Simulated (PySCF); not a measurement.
**C₃H₆FSi radical: a look at the electrons**

For C₃H₆FSi radical, the scripts below measure its response to a uniform field, see where an electron leaves and enters and analyse its density (charges, bond critical points, surface potential).

Method: levels as typed in each script, gas phase, geometry from GFN2-xTB; program: PySCF 2.14.0.

## (1) Starting geometry

SMILES `[CH]=CC[SiH2]F`, 11 atoms, charge 0, spin multiplicity 2.

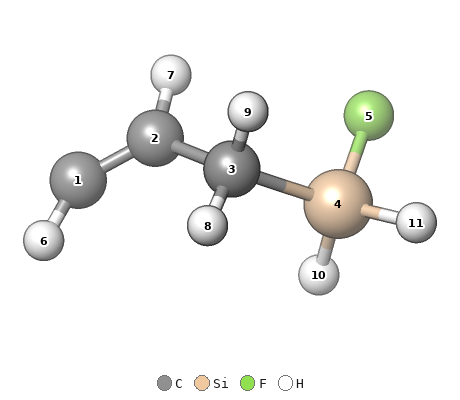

The geometry (carbon grey, silicon light orange, fluorine green, hydrogen white); atoms are numbered from 1 in the order of the file.

Geometry (Å):

```xyz
11

C    -2.6119    0.2744   -0.4408
C    -1.5194    0.4541    0.2190
C    -0.5464   -0.6383    0.6424
Si    1.1127   -0.4615   -0.2670
F     1.6864    1.0005    0.0964
H    -3.1652   -0.5223   -0.8805
H    -1.2110    1.4454    0.5306
H    -0.9905   -1.6146    0.4502
H    -0.3933   -0.5529    1.7205
H     0.9537   -0.4537   -1.7120
H     2.1178   -1.3860    0.2372
```

## (2) Response to an electric field (B3LYP/def2-svpd)

Input file input.py:

```python
import numpy as np
from pyscf import gto, scf, dft
from pyscf.scf import atom_ks, atom_hf
from scipy.linalg import block_diag

def solve(mol, dm0=None, hcore=None):
    mf = (dft.UKS if mol.spin else dft.RKS)(mol, xc='b3lyp')
    mf.grids.level = 3
    mf = mf.density_fit(auxbasis='def2-universal-jkfit')
    mf.conv_tol, mf.max_cycle = 1e-8, 80
    if hcore is not None:
        mf.get_hcore = lambda *args: hcore
    mf.kernel(dm0)
    if not mf.converged:
        mf = mf.newton().run(mf.mo_coeff, mf.mo_occ, max_cycle=30)
    assert mf.converged, 'SCF not converged'
    return mf

mol = gto.M(atom='''
C     -2.61186     0.27438    -0.44078
C     -1.51942     0.45410     0.21905
C     -0.54639    -0.63832     0.64243
Si     1.11267    -0.46153    -0.26696
F      1.68637     1.00049     0.09636
H     -3.16525    -0.52228    -0.88050
H     -1.21100     1.44540     0.53060
H     -0.99052    -1.61462     0.45017
H     -0.39326    -0.55288     1.72047
H      0.95368    -0.45369    -1.71198
H      2.11777    -1.38595     0.23721
''', basis='def2-svpd', charge=0, spin=1, verbose=4)
field = np.array([-0.0, -0.0, -0.005])  # atomic units
mol.set_common_orig(mol.atom_charges() @ mol.atom_coords() / mol.atom_charges().sum())
mf = solve(mol)
out = dict(dm0=mf.make_rdm1(), d0=mf.dip_moment(unit='AU'), e0=mf.e_tot)
for name, sign in (('p', 1), ('m', -1)):
    h = mf.get_hcore() + sign * np.einsum('x,xij->ij', field, mol.intor('int1e_r'))
    mi = solve(mol, mf.make_rdm1(), h)
    out.update({'dm' + name: mi.make_rdm1(), 'd' + name: mi.dip_moment(unit='AU'), 'e' + name: mi.e_tot})
# spherically averaged free atoms, for the promolecule
atm = atom_ks.get_atm_nrks(mol, xc='b3lyp')
pro = block_diag(*[(atm[a[0]][2] * atm[a[0]][3]) @ atm[a[0]][2].T for a in mol._atom])
np.savez('result.npz', pro=pro, **out)
```

Run with:

```
$ OMP_NUM_THREADS=1 python input.py
```

## (4) Removing and adding an electron (wB97X/aug-cc-pvdz)

Input file input.py:

```python
import numpy as np
from pyscf import gto, scf, dft
from pyscf.scf import atom_ks, atom_hf
from scipy.linalg import block_diag

def solve(mol, dm0=None, hcore=None):
    mf = (dft.UKS if mol.spin else dft.RKS)(mol, xc='wb97x')
    mf.grids.level = 3
    mf = mf.density_fit(auxbasis='def2-universal-jkfit')
    mf.conv_tol, mf.max_cycle = 1e-8, 80
    if hcore is not None:
        mf.get_hcore = lambda *args: hcore
    mf.kernel(dm0)
    if not mf.converged:
        mf = mf.newton().run(mf.mo_coeff, mf.mo_occ, max_cycle=30)
    assert mf.converged, 'SCF not converged'
    return mf

mol = gto.M(atom='''
C     -2.61186     0.27438    -0.44078
C     -1.51942     0.45410     0.21905
C     -0.54639    -0.63832     0.64243
Si     1.11267    -0.46153    -0.26696
F      1.68637     1.00049     0.09636
H     -3.16525    -0.52228    -0.88050
H     -1.21100     1.44540     0.53060
H     -0.99052    -1.61462     0.45017
H     -0.39326    -0.55288     1.72047
H      0.95368    -0.45369    -1.71198
H      2.11777    -1.38595     0.23721
''', basis='aug-cc-pvdz', charge=0, spin=1, verbose=4)
mf = solve(mol)
out = dict(e0=mf.e_tot, dm0=mf.make_rdm1(), c=mf.mo_coeff, occ=mf.mo_occ, eps=mf.mo_energy)
for name, dq, spin in [('cation', 1, 0), ('anion', -1, 0)]:
    ion = mol.copy().set(charge=mol.charge + dq, spin=spin).build()
    mi = solve(ion)
    if spin and dq > 0 and mol.nao < 130:
        c, _, stable, _ = mi.stability(return_status=True)
        if not stable:
            mi = solve(ion, mi.make_rdm1(c, mi.mo_occ))
    print(name, 'vertical energy change / eV', (mi.e_tot - mf.e_tot) * 27.211386)
    out.update({'e_' + name: mi.e_tot, 'dm_' + name: mi.make_rdm1(), 's2_' + name: mi.spin_square()[0], 'eps_' + name: mi.mo_energy, 'occ_' + name: mi.mo_occ})
# spherically averaged free atoms, for the promolecule
atm = atom_ks.get_atm_nrks(mol, xc='wb97x')
pro = block_diag(*[(atm[a[0]][2] * atm[a[0]][3]) @ atm[a[0]][2].T for a in mol._atom])
np.savez('result.npz', pro=pro, **out)
```

## (6) Density, bond paths and surface potential (CAM-B3LYP/6-311+g**)

Input file input.py:

```python
import numpy as np
from pyscf import gto, scf, dft
from pyscf.scf import atom_ks, atom_hf
from scipy.linalg import block_diag

def solve(mol, dm0=None, hcore=None):
    mf = (dft.UKS if mol.spin else dft.RKS)(mol, xc='camb3lyp')
    mf.grids.level = 3
    mf = mf.density_fit(auxbasis='def2-universal-jkfit')
    mf.conv_tol, mf.max_cycle = 1e-8, 80
    if hcore is not None:
        mf.get_hcore = lambda *args: hcore
    mf.kernel(dm0)
    if not mf.converged:
        mf = mf.newton().run(mf.mo_coeff, mf.mo_occ, max_cycle=30)
    assert mf.converged, 'SCF not converged'
    return mf

mol = gto.M(atom='''
C     -2.61186     0.27438    -0.44078
C     -1.51942     0.45410     0.21905
C     -0.54639    -0.63832     0.64243
Si     1.11267    -0.46153    -0.26696
F      1.68637     1.00049     0.09636
H     -3.16525    -0.52228    -0.88050
H     -1.21100     1.44540     0.53060
H     -0.99052    -1.61462     0.45017
H     -0.39326    -0.55288     1.72047
H      0.95368    -0.45369    -1.71198
H      2.11777    -1.38595     0.23721
''', basis='6-311+g**', charge=0, spin=1, verbose=4)
mf = solve(mol)
mf.analyze()
# spherically averaged free atoms, for the promolecule
atm = atom_ks.get_atm_nrks(mol, xc='camb3lyp')
pro = block_diag(*[(atm[a[0]][2] * atm[a[0]][3]) @ atm[a[0]][2].T for a in mol._atom])
np.savez('result.npz', e=mf.e_tot, c=mf.mo_coeff, occ=mf.mo_occ, eps=mf.mo_energy, pro=pro, dip=mf.dip_moment(verbose=0), s2=mf.spin_square()[0])
```

(Steps that only read results are left out.)

**Question.** What will these runs give? Wanted: polarisability along the field; vertical ionisation energy; vertical electron affinity; dipole moment; HOMO, LUMO.

The runs gave:

| quantity | value |
| --- | --- |
| polarisability along the field (B3LYP/def2-svpd) | 55.4 bohr³ |
| vertical ionisation energy (wB97X/aug-cc-pvdz) | 9.06 eV |
| vertical electron affinity (wB97X/aug-cc-pvdz) | 0.32 eV |
| dipole moment (CAM-B3LYP/6-311+g**) | 2.44 D |
| HOMO, LUMO (CAM-B3LYP/6-311+g**) | -8.19, -0.98 eV |

**Reading.** The ionisation energy from two SCF runs, 9.06 eV, lies 0.1 eV below −ε(HOMO) = 9.13 eV of the same level, wB97X/aug-cc-pvdz. At CAM-B3LYP/6-311+g**: The highest Hirshfeld charge is on Si4 (+0.47 e), the lowest on F5 (−0.23 e). The geometry was not optimised at these levels.
